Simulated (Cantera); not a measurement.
Feed: 1 mol Si, 24 mol HCl, 2.6 mol H2, equilibrated at 0.00190 bar.

Method: chemical equilibrium by Gibbs-energy minimisation in Cantera with the NASA 1993 tables (ideal gas, pure condensed phases). Candidate condensed phases: Si; 19 gas species. The tables' values for SiCl3 are old estimates; treat these amounts as uncertain. Rates play no part.

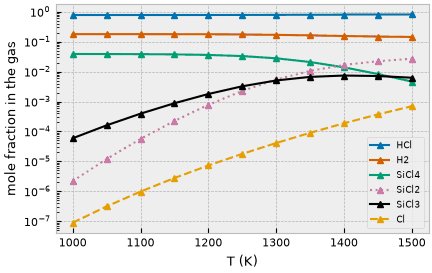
Equilibrium gas composition (values under 1e-9 drawn at 1e-9)

From 1000 K to 1500 K nothing is condensed. The main Si-bearing gas is SiCl4 at 1000 K and SiCl2 at 1500 K.
